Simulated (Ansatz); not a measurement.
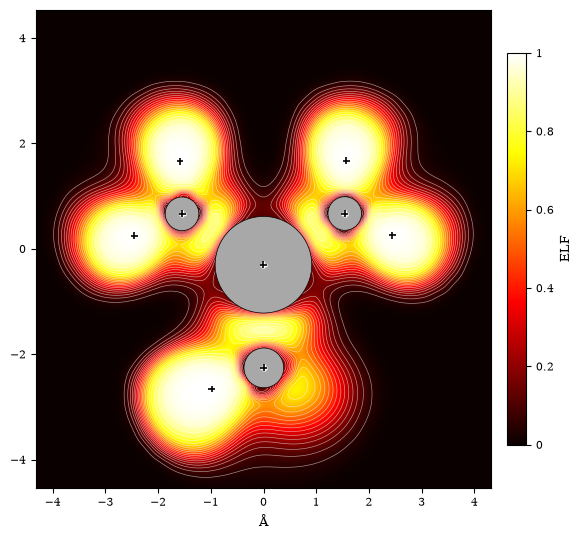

The electron localisation function on a plane through atoms (crosses mark nuclei in the plane; grey discs cover the cores).

All numbers below come from RKS PBE0-D4/def2-TZVPP (Ansatz).

Candidates:
A. CH7GaN2 (SMILES [CH3][Ga]([NH2])[NH2])
B. C2H8AlNS (SMILES C[N](C)[AlH][SH])
C. CH2FNOSn (SMILES O=C=[N][SnH2][F])

Question: Which candidate gave the map?

Answer: Candidate A: CH7GaN2 on the plane of atoms C1, Ga2 and N3, which holds C, Ga, N and H. Ga–N (1.82 Å): the ELF peaks at about 0.85 in the valence shell of N, 0.6 Å from its nucleus, and is about 0.30 at the midpoint. C–Ga (1.96 Å): the ELF peaks at about 0.90 in the valence shell of C, 0.7 Å from its nucleus, and is about 0.55 at the midpoint.
